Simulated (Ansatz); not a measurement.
# Run report: Si$_{4}$H$_{9}$ClO$_{3}$, geometry relaxation (part 1 of 2)

- system: Si$_{4}$H$_{9}$ClO$_{3}$
- method: RKS PBE0-D4/def2-TZVP (Ansatz 0.2.0)

Figures and captions count atoms from 1; the log counts them from 0 in places.

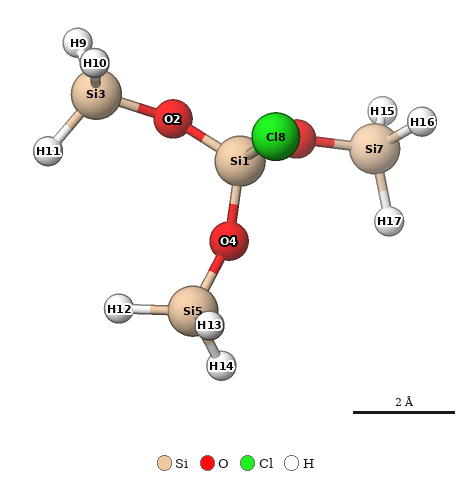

Fig. 1: The starting structure (ball-and-stick view, seen at a tilt; atoms are numbered from 1 in the order of the input). Bond lengths as drawn: Cl–Si 2.06 Å, H–Si 1.48 to 1.49 Å and O–Si 1.60 to 1.64 Å.

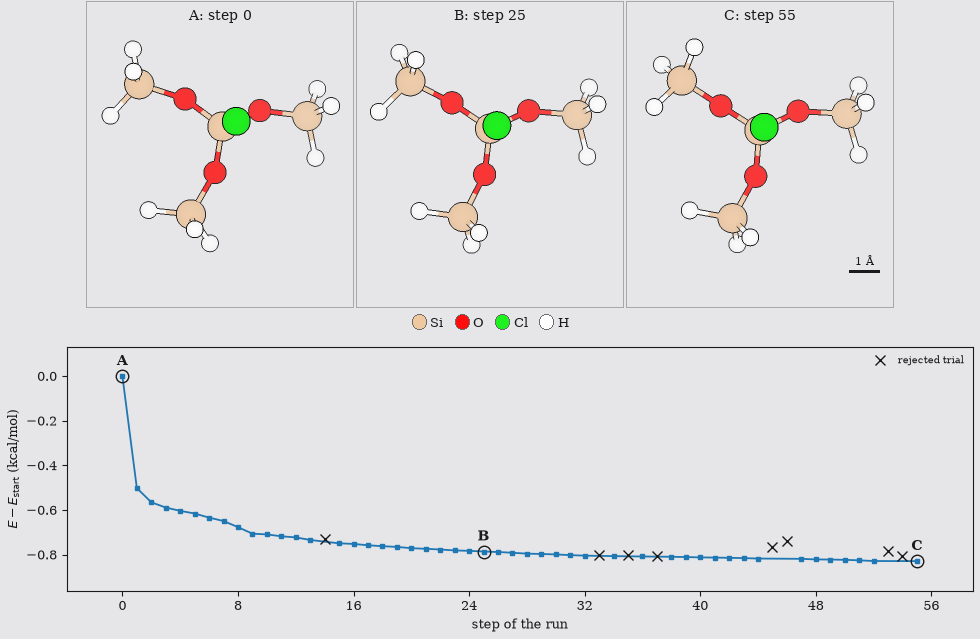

Fig. 2: Frames of the relaxation (ball-and-stick view, seen at a tilt) above the curves, on which the letters mark them (the first geometry is step 0 here and step 1 in the log).

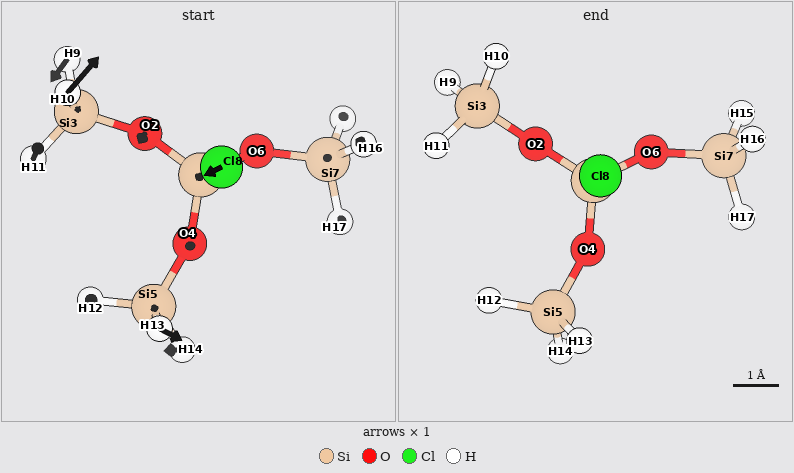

Fig. 3: Before (left) and after (right) the relaxation, at one scale (ball-and-stick view, seen at a tilt). The black arrows give the displacements, at true length. H10 moves most after the best rigid fit: 1.22 Å. Largest moves by element: H 1.22 Å, Cl 0.46 Å, O 0.39 Å, Si 0.22 Å. Among the contacts that change: Si1–Cl8 2.062 → 2.050 Å, Si1–O2 1.599 → 1.606 Å. Among the angles that change: Si1–O4–Si5 151.9° → 144.2°, Si1–O2–Si3 151.9° → 145.6°, O2–Si1–O4 113.3° → 110.8°. Over 55 geometry steps the energy falls by 0.83 kcal/mol. The largest force component goes from 0.6 to 0.0034 eV/Å. The line search rejected the trial steps at points 14, 33, 35, 37, 45, 46, 53, 54 (counted from 0) and went back. (Atoms are counted from 1 in the order of the input.)

These pictures come from the run below.

**The input**
```yaml
crystal:
  periodic: [false, false, false]
  atoms:
    - {symbol: Si, position_ang: [-0.289444, -0.538883, -0.432655]}
    - {symbol: O, position_ang: [-0.328121, 0.802369, -1.302214]}
    - {symbol: Si, position_ang: [0.327804, 2.216427, -1.811145]}
    - {symbol: O, position_ang: [-0.358547, -0.272199, 1.146252]}
    - {symbol: Si, position_ang: [0.232496, 0.377537, 2.531586]}
    - {symbol: O, position_ang: [-1.528888, -1.460488, -0.874346]}
    - {symbol: Si, position_ang: [-2.310713, -2.886004, -0.661541]}
    - {symbol: Cl, position_ang: [1.438122, -1.582431, -0.856152]}
    - {symbol: H, position_ang: [-0.578388, 2.739099, -2.864892]}
    - {symbol: H, position_ang: [1.670291, 1.995352, -2.400395]}
    - {symbol: H, position_ang: [0.394689, 3.200816, -0.705208]}
    - {symbol: H, position_ang: [0.298156, 1.855587, 2.445403]}
    - {symbol: H, position_ang: [1.562097, -0.191802, 2.857061]}
    - {symbol: H, position_ang: [-0.723948, 0.001248, 3.603698]}
    - {symbol: H, position_ang: [-3.572573, -2.828069, -1.436445]}
    - {symbol: H, position_ang: [-1.466181, -4.002468, -1.155182]}
    - {symbol: H, position_ang: [-2.611802, -3.093064, 0.777692]}
basis:
  gaussian: {orbitals: def2-TZVP}
hamiltonian: {xc: pbe0, dispersion: d4}
relax: {f_tol: 0.005, max_steps: 200}
```

Command:
```bash
ansatz run in.yaml --threads 4 --pin off --events-out ev --progress --plain --max-ram 66560MiB --backend cuda --devices 0, --max-vram 37GiB
```

**What the program printed**
```
Functional definition: PBE0
  name "PBE0"
  cite "Adamo & Barone, J. Chem. Phys. 110, 6158 (1999) doi:10.1063/1.478522"
  cite "Perdew, Burke & Ernzerhof, Phys. Rev. Lett. 77, 3865 (1996) doi:10.1103/PhysRevLett.77.3865"
  parent pbe
  parameter a = 0.25
  parameter kappa = 0.804
  parameter beta = 0.06672455060314922
  exchange = (1 - a)*pbe_x(kappa = kappa, mu = beta*pi^2/3) + a*exact_x
  correlation = pbe_c(beta = beta)
2189 factors; their error is unknown
mean field evaluation 1: about -50298.1902 eV, gradient 8.7e1 eV
mean field evaluation 2: about -50277.4845 eV, gradient 1.4e2 eV
mean field evaluation 4: about -50309.5133 eV, gradient 4.9e0 eV
mean field evaluation 8: about -50309.5583 eV, gradient 1.2e-1 eV
mean field evaluation 16: about -50309.7448 eV, gradient 1.2e-4 eV
mean field -50309.74484737 eV, -1848.8490219710 hartree, gradient 7.0e-5 eV, S^2 0.000000; 0 other end points of the search recorded, 0 dependent functions left out
the calculation of the forces begins
reference -50309.74489894 eV, -1848.8490238660 hartree; 53, 53 occupied and 279, 279 virtual orbitals, 2189 factors
relax step   1: F+E_penalty+E_count = -50310.23482399 eV  Δ(F+E_penalty+E_count) = +0.000e0 eV  max|allowed force component| = 6.030e-1 eV/Å  Δτ_max = 0.0000 Å  (28 SCF iters, accepted)
these checks for a lower state are left out or cut short: starts, cluster_reference, orbital_swaps, neighbouring_geometries, increment
2189 factors; their error is unknown
mean field -50309.76549587 eV, -1848.8497807892 hartree, gradient 1.6e-5 eV, S^2 0.000000; 0 other end points of the search recorded, 0 dependent functions left out
[... from here on the field's lines of each further geometry are left out, up to the last ...]
relax step   2: F+E_penalty+E_count = -50310.25657890 eV  Δ(F+E_penalty+E_count) = -2.175e-2 eV  max|allowed force component| = 2.791e-1 eV/Å  Δτ_max = 0.0462 Å  (31 SCF iters, accepted)
relax step   3: F+E_penalty+E_count = -50310.25933052 eV  Δ(F+E_penalty+E_count) = -2.752e-3 eV  max|allowed force component| = 1.223e-1 eV/Å  Δτ_max = 0.0162 Å  (32 SCF iters, accepted)
relax step   4: F+E_penalty+E_count = -50310.26036210 eV  Δ(F+E_penalty+E_count) = -1.032e-3 eV  max|allowed force component| = 3.737e-2 eV/Å  Δτ_max = 0.0157 Å  (31 SCF iters, accepted)
relax step   5: F+E_penalty+E_count = -50310.26100008 eV  Δ(F+E_penalty+E_count) = -6.380e-4 eV  max|allowed force component| = 4.390e-2 eV/Å  Δτ_max = 0.0163 Å  (30 SCF iters, accepted)
relax step   6: F+E_penalty+E_count = -50310.26151952 eV  Δ(F+E_penalty+E_count) = -5.194e-4 eV  max|allowed force component| = 5.529e-2 eV/Å  Δτ_max = 0.0160 Å  (31 SCF iters, accepted)
relax step   7: F+E_penalty+E_count = -50310.26231509 eV  Δ(F+E_penalty+E_count) = -7.956e-4 eV  max|allowed force component| = 5.491e-2 eV/Å  Δτ_max = 0.0296 Å  (30 SCF iters, accepted)
relax step   8: F+E_penalty+E_count = -50310.26297519 eV  Δ(F+E_penalty+E_count) = -6.601e-4 eV  max|allowed force component| = 6.353e-2 eV/Å  Δτ_max = 0.0586 Å  (31 SCF iters, accepted)
relax step   9: F+E_penalty+E_count = -50310.26416607 eV  Δ(F+E_penalty+E_count) = -1.191e-3 eV  max|allowed force component| = 6.023e-2 eV/Å  Δτ_max = 0.0114 Å  (31 SCF iters, accepted)
relax step  10: F+E_penalty+E_count = -50310.26543912 eV  Δ(F+E_penalty+E_count) = -1.273e-3 eV  max|allowed force component| = 7.254e-3 eV/Å  Δτ_max = 0.0382 Å  (31 SCF iters, accepted)
relax step  11: F+E_penalty+E_count = -50310.26557826 eV  Δ(F+E_penalty+E_count) = -1.391e-4 eV  max|allowed force component| = 8.324e-2 eV/Å  Δτ_max = 0.0312 Å  (31 SCF iters, accepted)
relax step  12: F+E_penalty+E_count = -50310.26594414 eV  Δ(F+E_penalty+E_count) = -3.659e-4 eV  max|allowed force component| = 4.148e-2 eV/Å  Δτ_max = 0.0370 Å  (29 SCF iters, accepted)
relax step  13: F+E_penalty+E_count = -50310.26615877 eV  Δ(F+E_penalty+E_count) = -2.146e-4 eV  max|allowed force component| = 2.409e-2 eV/Å  Δτ_max = 0.0118 Å  (32 SCF iters, accepted)
relax step  14: F+E_penalty+E_count = -50310.26665701 eV  Δ(F+E_penalty+E_count) = -4.982e-4 eV  max|allowed force component| = 2.516e-2 eV/Å  Δτ_max = 0.0551 Å  (30 SCF iters, accepted)
relax step  15: F+E_penalty+E_count = -50310.26653217 eV  Δ(F+E_penalty+E_count) = +1.248e-4 eV  max|allowed force component| = 8.307e-2 eV/Å  Δτ_max = 0.1573 Å  (29 SCF iters, rejected (line search))
relax step  16: F+E_penalty+E_count = -50310.26730987 eV  Δ(F+E_penalty+E_count) = -6.529e-4 eV  max|allowed force component| = 2.513e-2 eV/Å  Δτ_max = 0.0767 Å  (30 SCF iters, accepted)
relax step  17: F+E_penalty+E_count = -50310.26742833 eV  Δ(F+E_penalty+E_count) = -1.185e-4 eV  max|allowed force component| = 5.299e-2 eV/Å  Δτ_max = 0.0897 Å  (29 SCF iters, accepted)
relax step  18: F+E_penalty+E_count = -50310.26768467 eV  Δ(F+E_penalty+E_count) = -2.563e-4 eV  max|allowed force component| = 3.115e-2 eV/Å  Δτ_max = 0.0143 Å  (31 SCF iters, accepted)
relax step  19: F+E_penalty+E_count = -50310.26786940 eV  Δ(F+E_penalty+E_count) = -1.847e-4 eV  max|allowed force component| = 8.624e-3 eV/Å  Δτ_max = 0.0090 Å  (31 SCF iters, accepted)
relax step  20: F+E_penalty+E_count = -50310.26800440 eV  Δ(F+E_penalty+E_count) = -1.350e-4 eV  max|allowed force component| = 4.825e-3 eV/Å  Δτ_max = 0.0139 Å  (31 SCF iters, accepted)
relax step  21: F+E_penalty+E_count = -50310.26825590 eV  Δ(F+E_penalty+E_count) = -2.515e-4 eV  max|allowed force component| = 2.034e-2 eV/Å  Δτ_max = 0.0672 Å  (29 SCF iters, accepted)
relax step  22: F+E_penalty+E_count = -50310.26837369 eV  Δ(F+E_penalty+E_count) = -1.178e-4 eV  max|allowed force component| = 2.563e-2 eV/Å  Δτ_max = 0.0330 Å  (29 SCF iters, accepted)
relax step  23: F+E_penalty+E_count = -50310.26851176 eV  Δ(F+E_penalty+E_count) = -1.381e-4 eV  max|allowed force component| = 2.210e-2 eV/Å  Δτ_max = 0.0323 Å  (31 SCF iters, accepted)
relax step  24: F+E_penalty+E_count = -50310.26869199 eV  Δ(F+E_penalty+E_count) = -1.802e-4 eV  max|allowed force component| = 1.805e-2 eV/Å  Δτ_max = 0.0620 Å  (29 SCF iters, accepted)
relax step  25: F+E_penalty+E_count = -50310.26876994 eV  Δ(F+E_penalty+E_count) = -7.795e-5 eV  max|allowed force component| = 1.740e-2 eV/Å  Δτ_max = 0.0234 Å  (30 SCF iters, accepted)
relax step  26: F+E_penalty+E_count = -50310.26890217 eV  Δ(F+E_penalty+E_count) = -1.322e-4 eV  max|allowed force component| = 2.359e-2 eV/Å  Δτ_max = 0.0456 Å  (30 SCF iters, accepted)
relax step  27: F+E_penalty+E_count = -50310.26899790 eV  Δ(F+E_penalty+E_count) = -9.572e-5 eV  max|allowed force component| = 2.394e-2 eV/Å  Δτ_max = 0.0293 Å  (30 SCF iters, accepted)
relax step  28: F+E_penalty+E_count = -50310.26914317 eV  Δ(F+E_penalty+E_count) = -1.453e-4 eV  max|allowed force component| = 2.109e-2 eV/Å  Δτ_max = 0.0303 Å  (29 SCF iters, accepted)
relax step  29: F+E_penalty+E_count = -50310.26931302 eV  Δ(F+E_penalty+E_count) = -1.698e-4 eV  max|allowed force component| = 2.702e-2 eV/Å  Δτ_max = 0.0507 Å  (30 SCF iters, accepted)
relax step  30: F+E_penalty+E_count = -50310.26937755 eV  Δ(F+E_penalty+E_count) = -6.453e-5 eV  max|allowed force component| = 2.721e-2 eV/Å  Δτ_max = 0.0316 Å  (30 SCF iters, accepted)
relax step  31: F+E_penalty+E_count = -50310.26946767 eV  Δ(F+E_penalty+E_count) = -9.012e-5 eV  max|allowed force component| = 1.920e-2 eV/Å  Δτ_max = 0.0108 Å  (23 SCF iters, accepted)
relax step  32: F+E_penalty+E_count = -50310.26960172 eV  Δ(F+E_penalty+E_count) = -1.340e-4 eV  max|allowed force component| = 1.189e-2 eV/Å  Δτ_max = 0.0310 Å  (30 SCF iters, accepted)
relax step  33: F+E_penalty+E_count = -50310.26970242 eV  Δ(F+E_penalty+E_count) = -1.007e-4 eV  max|allowed force component| = 1.302e-2 eV/Å  Δτ_max = 0.0486 Å  (29 SCF iters, accepted)
relax step  34: F+E_penalty+E_count = -50310.26953426 eV  Δ(F+E_penalty+E_count) = +1.682e-4 eV  max|allowed force component| = 4.401e-2 eV/Å  Δτ_max = 0.0933 Å  (29 SCF iters, rejected (line search))
relax step  35: F+E_penalty+E_count = -50310.26979516 eV  Δ(F+E_penalty+E_count) = -9.274e-5 eV  max|allowed force component| = 9.684e-3 eV/Å  Δτ_max = 0.0452 Å  (29 SCF iters, accepted)
relax step  36: F+E_penalty+E_count = -50310.26960829 eV  Δ(F+E_penalty+E_count) = +1.869e-4 eV  max|allowed force component| = 4.475e-2 eV/Å  Δτ_max = 0.0922 Å  (29 SCF iters, rejected (line search))
relax step  37: F+E_penalty+E_count = -50310.26986837 eV  Δ(F+E_penalty+E_count) = -7.321e-5 eV  max|allowed force component| = 1.179e-2 eV/Å  Δτ_max = 0.0443 Å  (30 SCF iters, accepted)
relax step  38: F+E_penalty+E_count = -50310.26986639 eV  Δ(F+E_penalty+E_count) = +1.980e-6 eV  max|allowed force component| = 2.404e-2 eV/Å  Δτ_max = 0.0481 Å  (29 SCF iters, rejected (line search))
relax step  39: F+E_penalty+E_count = -50310.26992214 eV  Δ(F+E_penalty+E_count) = -5.378e-5 eV  max|allowed force component| = 9.181e-3 eV/Å  Δτ_max = 0.0234 Å  (30 SCF iters, accepted)
relax step  40: F+E_penalty+E_count = -50310.26997625 eV  Δ(F+E_penalty+E_count) = -5.410e-5 eV  max|allowed force component| = 8.415e-3 eV/Å  Δτ_max = 0.0244 Å  (31 SCF iters, accepted)
relax step  41: F+E_penalty+E_count = -50310.27004286 eV  Δ(F+E_penalty+E_count) = -6.662e-5 eV  max|allowed force component| = 1.118e-2 eV/Å  Δτ_max = 0.0364 Å  (30 SCF iters, accepted)
relax step  42: F+E_penalty+E_count = -50310.27007948 eV  Δ(F+E_penalty+E_count) = -3.662e-5 eV  max|allowed force component| = 2.568e-2 eV/Å  Δτ_max = 0.0548 Å  (29 SCF iters, accepted)
relax step  43: F+E_penalty+E_count = -50310.27012838 eV  Δ(F+E_penalty+E_count) = -4.890e-5 eV  max|allowed force component| = 1.688e-2 eV/Å  Δτ_max = 0.0065 Å  (23 SCF iters, accepted)
relax step  44: F+E_penalty+E_count = -50310.27018163 eV  Δ(F+E_penalty+E_count) = -5.324e-5 eV  max|allowed force component| = 9.563e-3 eV/Å  Δτ_max = 0.0077 Å  (23 SCF iters, accepted)
relax step  45: F+E_penalty+E_count = -50310.27026636 eV  Δ(F+E_penalty+E_count) = -8.474e-5 eV  max|allowed force component| = 7.081e-3 eV/Å  Δτ_max = 0.0352 Å  (30 SCF iters, accepted)
relax step  46: F+E_penalty+E_count = -50310.26798262 eV  Δ(F+E_penalty+E_count) = +2.284e-3 eV  max|allowed force component| = 1.481e-1 eV/Å  Δτ_max = 0.1952 Å  (28 SCF iters, rejected (line search))
```
